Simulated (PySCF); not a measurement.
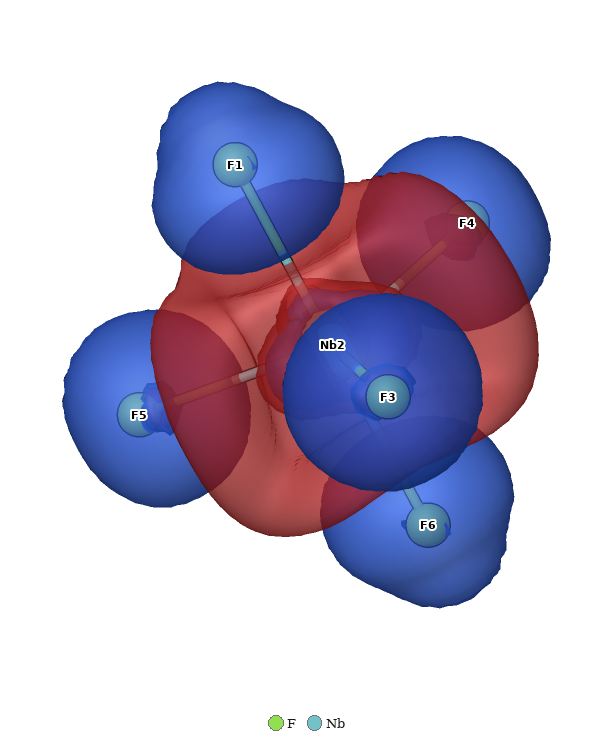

F5Nb, SMILES `F[Nb](F)(F)(F)F`. Deformation density (molecule less spherical, spin-averaged free atoms at the same positions), surfaces at ±0.04 e/Å³; blue: gain, red: loss.

Computed with PySCF, CAM-B3LYP/def2-TZVP, geometry: GFN2-xTB. Core potentials replace the inner electrons of Nb; spin–orbit coupling isn't included. This is a single-reference result, which may miss multireference character in this system. No frequency check shows the geometry to be a minimum. GFN2-xTB bond lengths at metals and heavier atoms can be off by up to 0.1 Å and shapes distorted, which carries into these values.

Input

```python
import numpy as np
from pyscf import gto, scf, dft
from pyscf.scf import atom_ks, atom_hf
from scipy.linalg import block_diag

def solve(mol, dm0=None, hcore=None):
    mf = (dft.UKS if mol.spin else dft.RKS)(mol, xc='camb3lyp')
    mf.grids.level = 3
    mf = mf.density_fit(auxbasis='def2-universal-jkfit')
    mf.conv_tol, mf.max_cycle = 1e-8, 80
    if hcore is not None:
        mf.get_hcore = lambda *args: hcore
    mf.kernel(dm0)
    if not mf.converged:
        mf = mf.newton().run(mf.mo_coeff, mf.mo_occ, max_cycle=30)
    assert mf.converged, 'SCF not converged'
    return mf

mol = gto.M(atom='''
F      1.78529    -0.00020    -0.00140
Nb    -0.00011    -0.00005    -0.00004
F     -0.00059    -1.75524    -0.47296
F     -0.00093     1.28735    -1.28351
F      0.00207     0.46804     1.75659
F     -1.78534     0.00025     0.00146
''', basis='def2-tzvp', ecp={'Nb': 'def2-tzvp'}, charge=0, spin=0, verbose=4)
mf = solve(mol)
mf.analyze()
# spherically averaged free atoms, for the promolecule
atom_ks.AtomSphAverageRKS.init_guess_by_vsap = lambda self, mol=None: self.init_guess_by_minao(mol)  # core potentials
atm = atom_ks.get_atm_nrks(mol, xc='camb3lyp')
pro = block_diag(*[(atm[a[0]][2] * atm[a[0]][3]) @ atm[a[0]][2].T for a in mol._atom])
np.savez('result.npz', e=mf.e_tot, c=mf.mo_coeff, occ=mf.mo_occ, eps=mf.mo_energy, pro=pro, dip=mf.dip_moment(verbose=0), s2=mf.spin_square()[0])
```

Launched as:

```sh
OMP_NUM_THREADS=1 python input.py
```

The run took 41 s on 1 thread of Arm Neoverse N1 (shared host), peak memory 0.76 GiB.

Partitions, critical points and surface values were worked out afterwards from this run's density.

How much density has each bond gained at its critical point, relative to the free atoms?

Answer. Nb2–F3, Nb2–F4 and Nb2–F5: +0.09 e/Å³ at the bond critical point (bond length 1.82 Å, Mayer order 0.9); up to 0.6 Å beside the axis the gain reaches +0.31 e/Å³. Nb2–F6 and F1–Nb2: +0.07 e/Å³ at the bond critical point (bond length 1.78 Å, Mayer order 1.0); up to 0.6 Å beside the axis the gain reaches +0.34 e/Å³. In all, 1.6 electrons gather in the regions of gain relative to the promolecule. A small or negative value marks a very polar bond, one between electron-rich atoms, whose free-atom densities already overlap strongly, a long bond to a heavier atom, or a closed-shell contact such as a hydrogen bond.

Where do the Hirshfeld charges lie?

Answer. The highest Hirshfeld charge is on Nb2 (+1.05 e), the lowest on F1 and F6 (−0.22 e).

```
atom  charge (e)
  F1       −0.22
 Nb2       +1.05
  F3       −0.20
  F4       −0.20
  F5       −0.20
  F6       −0.22
```
